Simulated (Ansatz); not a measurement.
## Hypothetical simple cubic Ni: pressure series

Consider Ni in the simple cubic structure (space group Pm-3m, No. 221; a = 2.3298 Å; ferromagnetic; a hypothetical phase, not in the database extracts checked).

Cell and atoms are relaxed at each pressure.

Method: PBE (Ansatz, a quantum-chemistry and plane-wave program, PAW, no SOC).

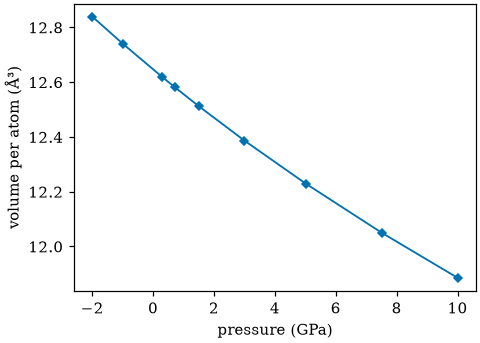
Fig. 1. Volume against pressure

### Question
Estimate the zero-pressure bulk modulus from the plot.

### Answer
About 140 GPa; a third-order Birch–Murnaghan fit to the points gives V₀ = 12.65 Å³/atom, B₀ = 137 GPa and B₀′ = 5.2.

Other magnetic orders, which the real material may have, were not ruled out. Load acts through the strain it causes; cell and atoms are relaxed under it. Whether these cells are dynamically stable was not tested. Competing high-pressure phases were not computed.
